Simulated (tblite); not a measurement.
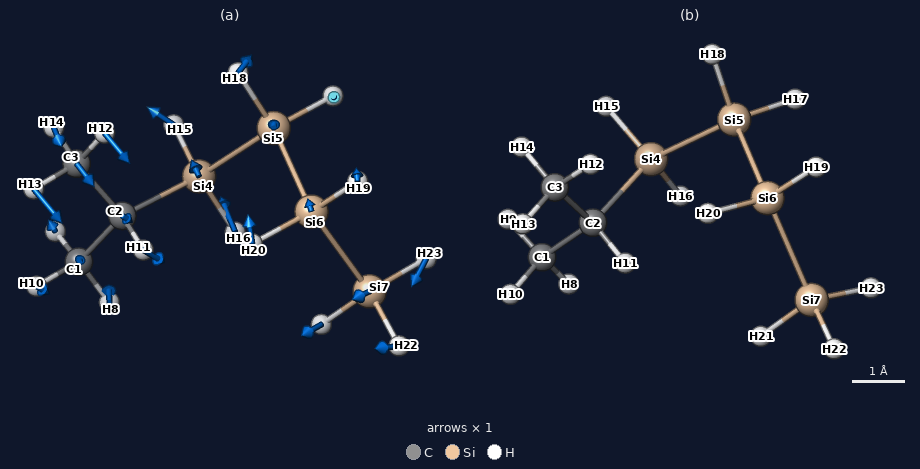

The structure of C3H16Si4 before (left) and after (right) a relaxation, at one scale. The blue arrows give the displacements, at their true length.

The picture is a ball-and-stick view, seen at a tilt.

Method: GFN2-xTB geometry optimisation, gas phase in tblite 0.8.0. 

Summarise the run.

Answer. The largest move after the best rigid fit is that of H16, 0.98 Å. Largest moves by element: H 0.98 Å, C 0.64 Å, Si 0.56 Å. Among the contacts that change: Si5–Si6 2.282 → 2.329 Å, Si7–H22 1.490 → 1.465 Å, Si6–H19 1.497 → 1.472 Å, Si4–Si5 2.295 → 2.316 Å. Bond angles that change, for instance: Si5–Si6–Si7 107.5° → 114.7°, Si4–Si5–Si6 108.7° → 114.8°, H19–Si6–H20 107.3° → 102.4°. Groups turn about Si4–Si5 by about 30°. After 218 geometry steps the energy has fallen by 0.195 eV. The run took 4.2 s on 1 thread of Arm Neoverse N1 (shared host).
